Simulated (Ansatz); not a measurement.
## Electronic structure of BHOSe (SMILES O=B[SeH]) in real space

```xyz
4

B    -0.8418   -1.1370   -3.0732
O    -1.2627   -0.0999   -3.5190
Se   -0.1474   -2.7473   -2.3110
H    -0.6761   -3.5502   -3.4275
```

Geometry: B3LYP-D4/def2-TZVP.

Level of theory: isolated molecule in a Gaussian basis; Kohn-Sham density functional theory, functional PBE0 (Ansatz 0.2.0).

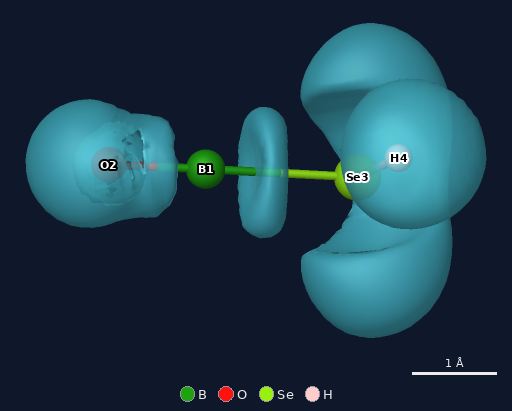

Figure 1. Isosurface of the ELF at 0.8 (cyan), seen from one side. Only the valence region is drawn (cores and ρ < 0.01 e/Å³ removed).

What do the ELF domains correspond to?

Answer. At this value the surface marks out one region between bonded B–Se atoms (shared pairs), one region around a hydrogen nucleus, one region on O in which the atom's valence shell and bonds are merged and one region wrapped around Se (its valence shell).


B–O (1.20 Å): the ELF peaks at about 0.85 between the atoms; a short, strongly polar bond. B–Se (1.91 Å): the ELF peaks at about 0.90 between the atoms (localised, covalent bonding).

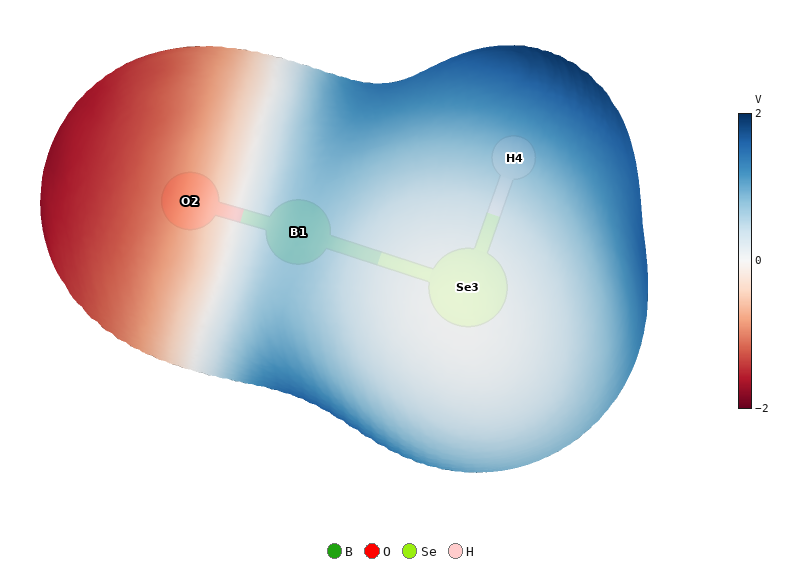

Figure 2. The molecular electrostatic potential painted on the density surface at 0.002 e/bohr³, seen across its widest extent; red is negative and blue positive.

Where is the surface potential most negative and most positive?

Answer. The most negative region (about −1.7 V) lies over O2, the most positive (about +1.9 V) over H4. O2 is the likeliest acceptor of a hydrogen bond.

What dipole moment does the calculation give?

Answer. Its dipole moment is 3.38 D.

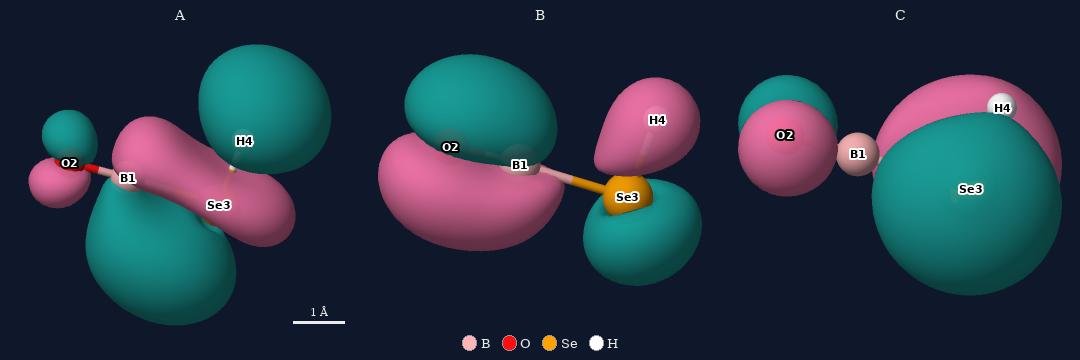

Figure 3. Three frontier orbitals at ±0.08 Å⁻³ᐟ² (teal and pink are the two phases), in no order.

Order the three orbitals by energy and name them.

Answer. B is the HOMO−1 (−10.12 eV). It lies mainly on O2 (about 65 %), B1 (about 20 %) and Se3 (about 10 %); it is symmetric in the molecular plane (an in-plane orbital: σ, lone-pair or in-plane π type). C is the HOMO (−8.19 eV). It lies mainly on Se3 (about 75 %) and O2 (about 10 %); it changes sign across the molecular plane (π type); π-antibonding (a node) across B1–O2. A is the LUMO (−1.18 eV). It lies mainly on Se3 (about 40 %), H4 (about 30 %), B1 (about 20 %) and O2 (about 5 %); it is symmetric in the molecular plane (an in-plane orbital: σ, lone-pair or in-plane π type).

What is the HOMO–LUMO gap?

Answer. 7.01 eV between the orbital energies.
